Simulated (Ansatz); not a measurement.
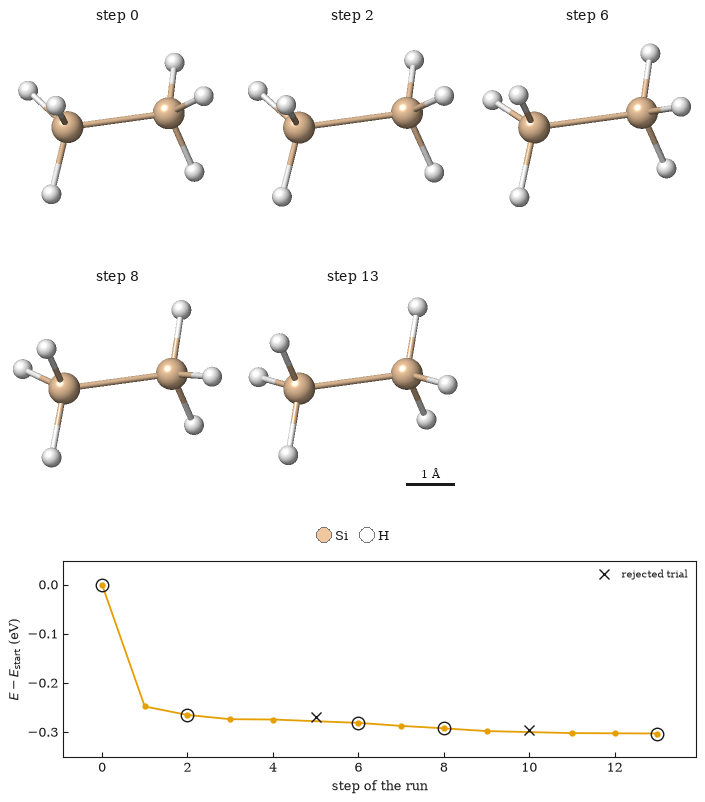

Frames of a relaxation of Si₂H₆, marked on the history of the run. A ball-and-stick model, seen at a tilt.

The run prepares the start of a later molecular dynamics calculation, from a guessed geometry.

All numbers below come from Ansatz, RKS revPBE-D4/def2-SVP. (no spin polarisation; force threshold 0.02 eV/Å; at most 40 steps)

### Describe the path.

The energy falls by 0.303 eV in 11 accepted moves (13 points after the start). Largest force component: 0.88 eV/Å at the start, 0.0021 eV/Å at the end. The line search rejected the trial steps at points 5, 10 of the run. The forces were under the threshold at step 4, but the run went on from there. The largest moves after the best rigid fit, 0.61 Å, are those of H atoms. By element the largest moves are H 0.61 Å, Si 0.07 Å. Some distances before and after: Si–Si 2.218 → 2.356 Å, H–Si 1.460 → 1.506 Å. Groups turn about Si–Si by about 50°. Cost: 17 s on 1 thread of Arm Neoverse V2 (shared host), peak memory 0.11 GiB. From step 0 to 2: H atoms move most (0.12 Å), energy −0.265 eV. From step 2 to 6: H atoms move most (0.23 Å), energy −0.016 eV. From step 6 to 8: H atoms move most (0.19 Å), energy −0.011 eV. From step 8 to 13: H atoms move most (0.18 Å), energy −0.011 eV.
